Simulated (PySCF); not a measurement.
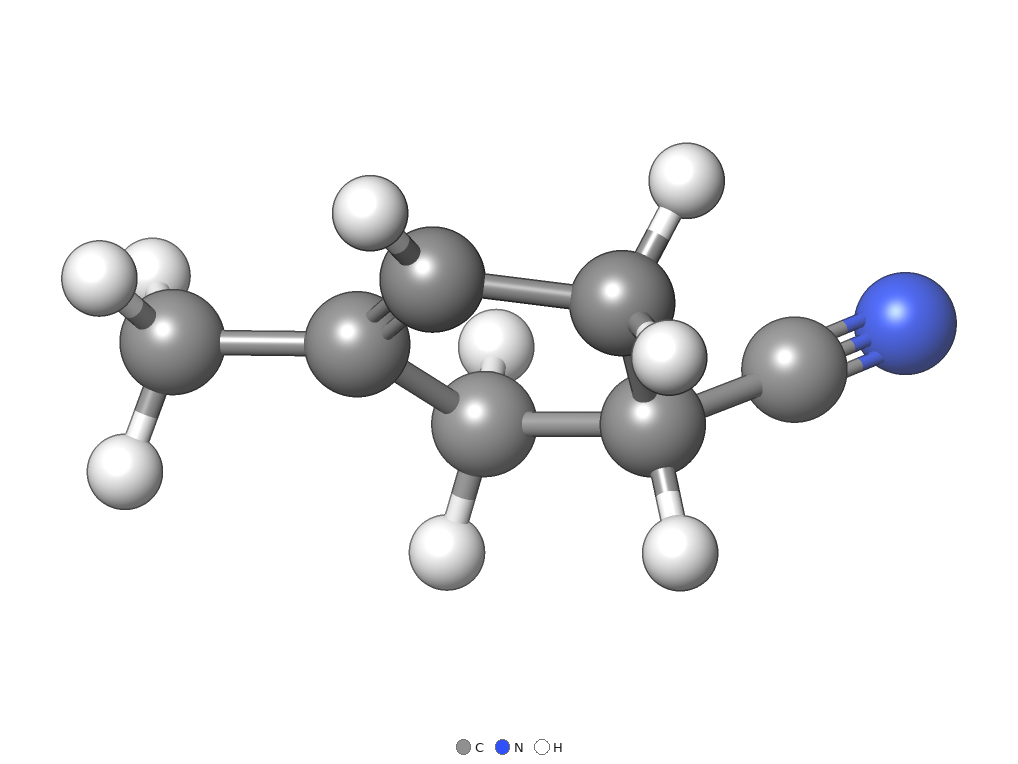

A ball-and-stick model of a molecule. Double and triple bonds are drawn as two and three sticks.

The geometry was computed by an optimisation with GFN2-xTB. No frequency run is at hand to confirm it as a minimum.

> What is the molecular formula?

C₇H₉N, 17 atoms: 7 carbon, 9 hydrogen and 1 nitrogen.

> Does it have rings?

Independent rings (smallest set): 1 of 5 members.

> What is the point group of this geometry?

C1.

> How many bonds of each kind are drawn?

9 C–H, 7 C–C, 1 C–N.

> Name some functional groups or characteristic bonds that it holds.

Among them: nitrile, alkene.

The parts below concern this one geometry. Atoms keep their numbers from picture to picture.

## Geometry

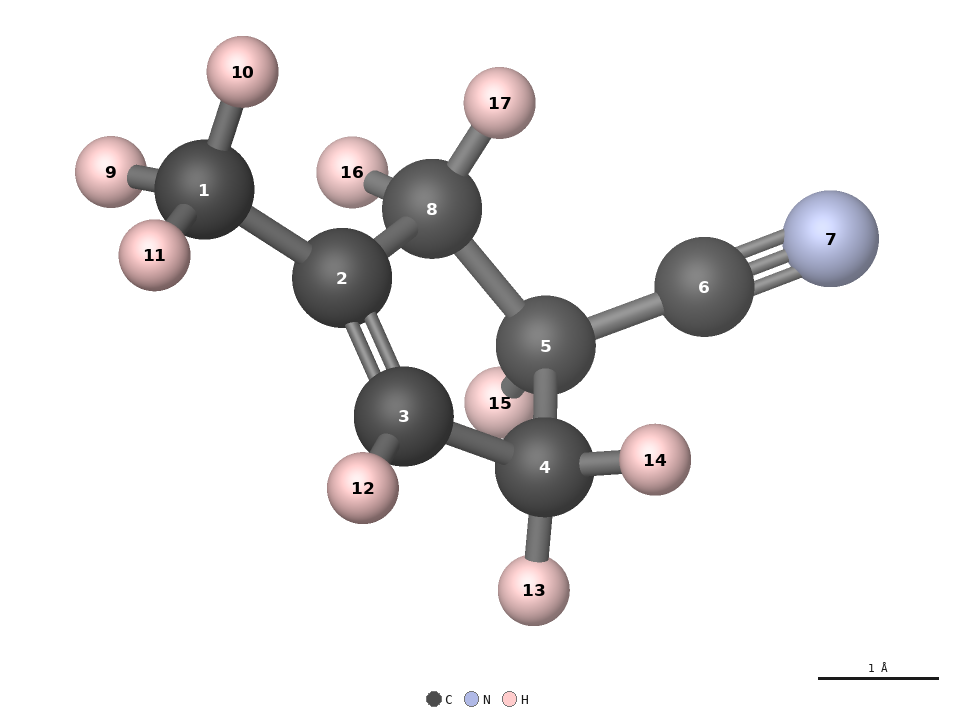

Numbered structure. No frequency run is at hand to confirm it as a minimum.

What are the angles C1–C2–C8, C2–C1–H9, C2–C8–C5, C2–C8–H17, C3–C2–C8, C3–C4–C5, C3–C4–H14, C4–C5–C8, C5–C4–H14, C5–C6–N7, C5–C8–H17, C6–C5–C8?

```
    angle  degrees
 C1–C2–C8    120.3
 C2–C1–H9    110.3
 C2–C8–C5    104.0
C2–C8–H17    110.1
 C3–C2–C8    111.6
 C3–C4–C5    103.5
C3–C4–H14    110.5
 C4–C5–C8    105.6
C5–C4–H14    111.3
 C5–C6–N7    178.7
C5–C8–H17    111.1
 C6–C5–C8    111.5
```

## Dipole moment

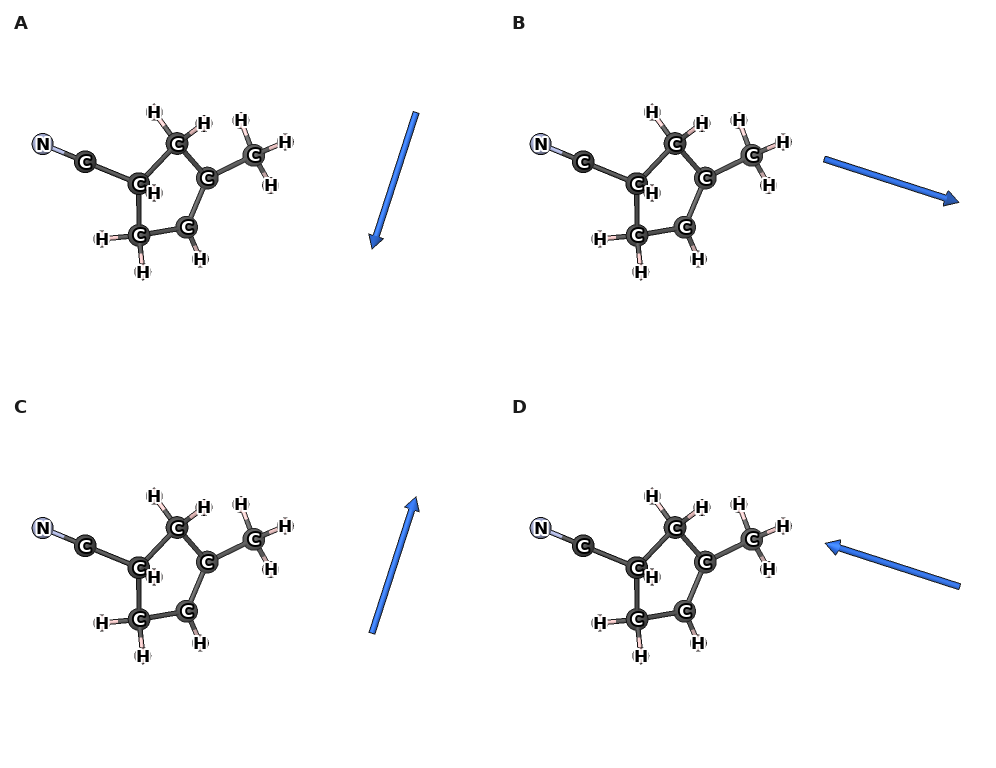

The same molecule four times, each with an arrow. No frequency run is at hand to confirm it as a minimum. Method: PBE0/def2-SVPD, gas phase (PySCF 2.14.0).

> Which arrow points along the dipole moment, from the negative to the positive end?

B. The dipole moment is 4.41 D.

## Charges

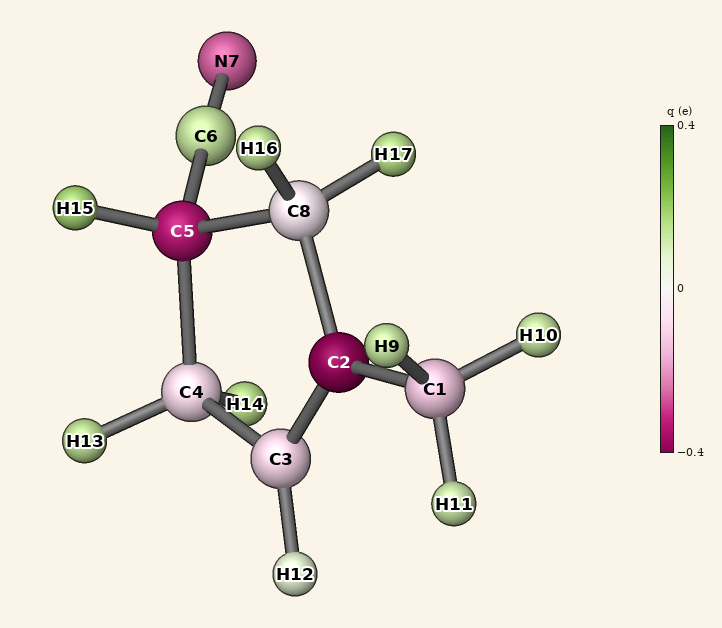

Atoms are coloured by their Mulliken charges. No frequency run is at hand to confirm it as a minimum. Method: PBE0/pcSseg-1, gas phase (PySCF 2.14.0).

> Which atom carries the highest charge (most positive or least negative)?

H15 (0.17 e).

> And the lowest?

C2 (−0.39 e).

List the Mulliken charges.

| atom | value (e) |
| --- | --- |
| C1 | −0.12 |
| C2 | −0.39 |
| C3 | −0.09 |
| C4 | −0.08 |
| C5 | −0.34 |
| C6 | 0.13 |
| N7 | −0.25 |
| C8 | −0.04 |
| H9 | 0.13 |
| H10 | 0.13 |
| H11 | 0.12 |
| H12 | 0.07 |
| H13 | 0.14 |
| H14 | 0.15 |
| H15 | 0.17 |
| H16 | 0.14 |
| H17 | 0.15 |

## Quadrupole coupling

No frequency run is at hand to confirm it as a minimum. Electric field gradients from the ground-state density, PBE0/pcSseg-1 (PySCF 2.14.0), non-relativistic apart from any core potentials.

Give the largest field-gradient component, the quadrupole coupling constant and the asymmetry for 14N at N7 (Q = 20.44 mb), 2H at H9 (Q = 2.86 mb), 2H at H10 (Q = 2.86 mb).

| atom | V_zz (a.u.) | e²qQ/h (MHz) | η |
| --- | --- | --- | --- |
| N7 | −0.953 | −4.58 | 0.00 |
| H9 | 0.310 | 0.209 | 0.02 |
| H10 | 0.310 | 0.208 | 0.02 |

Mulliken values depend strongly on the basis set and can even reverse the polarity of a bond.
